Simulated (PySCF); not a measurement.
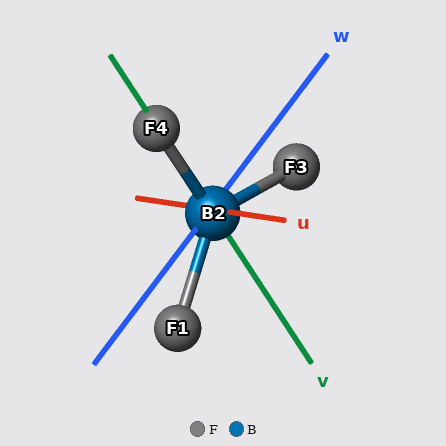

The lines u, v and w are the principal axes of the static dipole polarisability. Geometry: a frame of a GFN2-xTB molecular-dynamics simulation, not a minimum. Computed with PBE0/def2-SVPD (PySCF 2.14.0).

Along which axis is the molecule most polarisable, and along which least?

Most along w (in the molecular plane, close to the long direction F1···F3), least along u (normal to the molecular plane).

Give the three principal values.

u 13.2, v 16.4, w 17.3 bohr³; mean 15.7, anisotropy 3.8 bohr³.
